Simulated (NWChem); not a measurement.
# SiPH4 (SMILES [SiH2]P) at UPBE50/6-31G

Aim: the energy difference between two shapes of SiPH4 at UPBE50/6-31G, from 2 runs. 

Program for the calculation: NWChem 7.3.0.

4 further runs of the same task are left out: 1 that didn't finish, 3 set aside as unsound or not needed.

## 1. The structure to begin with

SiPH4 has 6 atoms, charge 0, and is taken as a doublet. SMILES: `[SiH2]P`. The coordinates come from a GFN2-xTB relaxation. This is one conformer, not always the lowest.

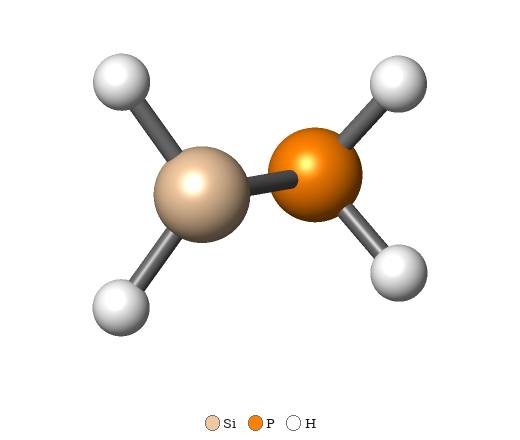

The structure, seen from a chosen angle (silicon light orange, phosphorus orange, hydrogen white).

## 2. Energy and forces at UPBE50/6-31G

Contents of h4psi.xyz:

```xyz
6

Si     0.127020    -0.986120    -0.104660
P     -0.338670     1.170000     0.142220
H     -0.300620    -1.724700     1.087920
H     -0.579260    -1.514310    -1.276300
H      0.434680     1.617150    -0.915300
H      0.656850     1.437980     1.066130
```

Contents of h4psi.nw:

```
START h4psi
memory total 2200 mb

GEOMETRY units angstroms noautosym nocenter noautoz
load h4psi.xyz
END

BASIS
* library 6-31G
END

DFT
xc xpbe96 0.5 cpbe96 1.0 hfexch 0.5
mult 2
grid xfine
convergence energy 1e-05
iterations 200
END

TASK dft gradient
```

Command:

```sh
nwchem h4psi.nw > h4psi.out
```

Standard output:

```text
[...]
          Wavefunction type:  spin polarized.
          No. of atoms     :     6
          No. of electrons :    33
[...]
          Charge           :     0
          Spin multiplicity:     2
[...]
          AO basis - number of functions:    34
[...]
              XC Information
              --------------
                     Hartree-Fock (Exact) Exchange  0.500
          PerdewBurkeErnzerhof Exchange Functional  0.500
            Perdew 1991 LDA Correlation Functional  1.000 local
           PerdewBurkeErnz. Correlation Functional  1.000 non-local
[...]
 d= 0,ls=0.0,diis     1   -632.8747260381 -7.16D+02  9.83D-03  2.39D-02     2.6
[...]
 d= 0,ls=0.0,diis     8   -632.8984219190 -8.36D-08  8.35D-06  6.68D-09    12.1
[...]
         Total DFT energy =     -632.898421919007
      One electron energy =    -1040.950101099119
           Coulomb energy =      370.173439276514
    Exchange-Corr. energy =      -45.444720634559
 Nuclear repulsion energy =       83.322960538157
[...]
      <S2> =      0.7525 (Exact =     0.7500)
[...]
  wavefunction    = open shell
                         DFT ENERGY GRADIENTS
    atom               coordinates                        gradient
                 x          y          z           x          y          z
   1 Si      0.240033  -1.863497  -0.197779   -0.009167   0.012051   0.002163
   2 P      -0.639994   2.210979   0.268757    0.020535  -0.005965  -0.002861
   3 H      -0.568089  -3.259210   2.055871    0.002961   0.005975  -0.009503
   4 H      -1.094643  -2.861631  -2.411857    0.005175   0.004298   0.009466
   5 H       0.821426   3.055970  -1.729666   -0.007590  -0.009933   0.019616
   6 H       1.241267   2.717388   2.014694   -0.011914  -0.006426  -0.018881
[...]
```

Wall time 16 s (1 thread of Intel Xeon Platinum 8488C (Sapphire Rapids), shared host); peak memory 0.13 GiB.

## 3. The distorted shape

Contents of h4psi.nw:

```
start h4psi
title "H4PSi"
memory 2200 mb

geometry noautosym nocenter noautoz
 Si       0.044389      -1.008943      -0.086001
 P       -0.170637       1.313710       0.148991
 H       -0.277681      -1.675483       0.937071
 H       -0.571159      -1.603379      -1.278529
 H        0.411563       1.689848      -0.934838
 H        0.578777       1.562526       0.863961
end

basis
 Si library 6-31G
 P library 6-31G
 H library 6-31G
end

dft
 xc xpbe96 0.5 cpbe96 1.0 hfexch 0.5
 mult 2
 grid xfine
 convergence energy 1e-05
 iterations 200
end

task dft gradient
```

Command:

```sh
nwchem h4psi.nw > h4psi.out
```

Standard output:

```text
[...]
          Wavefunction type:  spin polarized.
          No. of atoms     :     6
          No. of electrons :    33
[...]
          Charge           :     0
          Spin multiplicity:     2
[...]
          AO basis - number of functions:    34
[...]
              XC Information
              --------------
                     Hartree-Fock (Exact) Exchange  0.500
          PerdewBurkeErnzerhof Exchange Functional  0.500
            Perdew 1991 LDA Correlation Functional  1.000 local
           PerdewBurkeErnz. Correlation Functional  1.000 non-local
[...]
 d= 0,ls=0.0,diis     1   -632.7423499068 -7.16D+02  1.02D-02  2.61D-02     2.3
[...]
 d= 0,ls=0.0,diis     9   -632.7673806675 -4.11D-08  5.99D-06  2.41D-09    14.1
[...]
         Total DFT energy =     -632.767380667509
      One electron energy =    -1040.573912877802
           Coulomb energy =      370.131488340925
    Exchange-Corr. energy =      -45.611037396588
 Nuclear repulsion energy =       83.286081265956
[...]
      <S2> =      0.7534 (Exact =     0.7500)
[...]
  wavefunction    = open shell
                         DFT ENERGY GRADIENTS
    atom               coordinates                        gradient
                 x          y          z           x          y          z
   1 Si      0.083883  -1.906626  -0.162518   -0.046190  -0.083407   0.100165
   2 P      -0.322457   2.482552   0.281552    0.307459   0.126981   0.193693
   3 H      -0.524741  -3.166204   1.770807    0.036989   0.068281  -0.113731
   4 H      -1.079334  -3.029947  -2.416069    0.006478  -0.002199   0.009362
   5 H       0.777741   3.193350  -1.766588   -0.035374  -0.024139   0.068443
   6 H       1.093730   2.952746   1.632650   -0.269361  -0.085518  -0.257932
[...]
```

Run time: 18 s. Hardware: 1 thread of Intel Xeon Platinum 8488C (Sapphire Rapids), shared host; peak memory 0.13 GiB.

## 4. What came out

At UPBE50/6-31G:

| quantity | value |
| --- | --- |
| first shape: total energy | -632.89842 Eh |
| first shape: dipole moment | 1.26 D |
| first shape: HOMO energy (highest over α and β) | -6.98 eV |
| first shape: LUMO energy (lowest over α and β) | -1.83 eV |
| first shape: ⟨S²⟩ | 0.752 |
| first shape: largest force on an atom | 1.196 eV/Å |
| distorted shape: total energy | -632.76738 Eh |
| distorted shape: dipole moment | 1.35 D |
| distorted shape: HOMO energy (highest over α and β) | -6.61 eV |
| distorted shape: LUMO energy (lowest over α and β) | -1.49 eV |
| distorted shape: ⟨S²⟩ | 0.753 |
| distorted shape: largest force on an atom | 19.794 eV/Å |
| energy change with the atoms displaced | 3.566 eV |

In words: With the atoms displaced the energy rises by 3.57 eV (344 kJ/mol). The first shape isn't relaxed at this level, so the change isn't measured from a minimum. The largest force (first shape) is 1.20 eV/Å: the shape isn't a stationary point for this species at this level.
